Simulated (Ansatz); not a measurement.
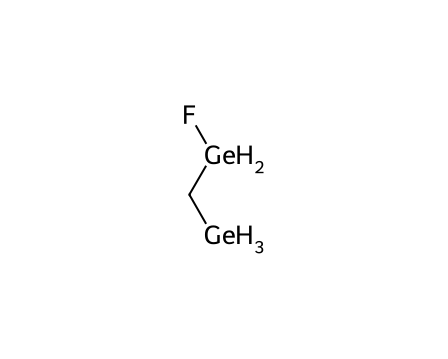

The drawing above gives the connectivity. Computed geometry: PBE0-D4/def2-TZVP optimisation. No frequency run is at hand to confirm it as a minimum.

Describe the 3D structure.

The molecule is CH7FGe2. SMILES: `[F][GeH2][CH2][GeH3]`. This geometry has Cs symmetry. Coordination: 2 Ge tetrahedral; 1 C tetrahedral.

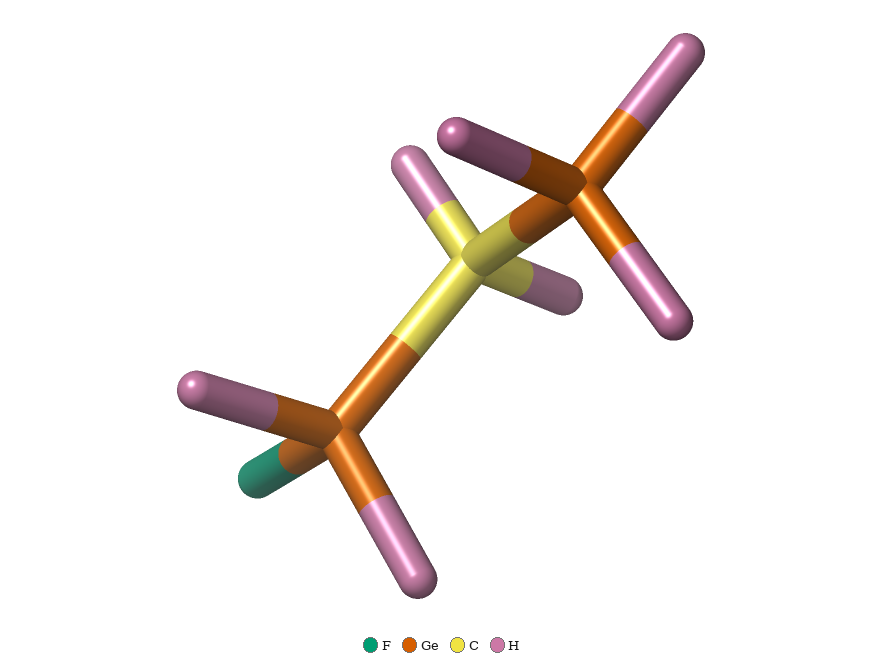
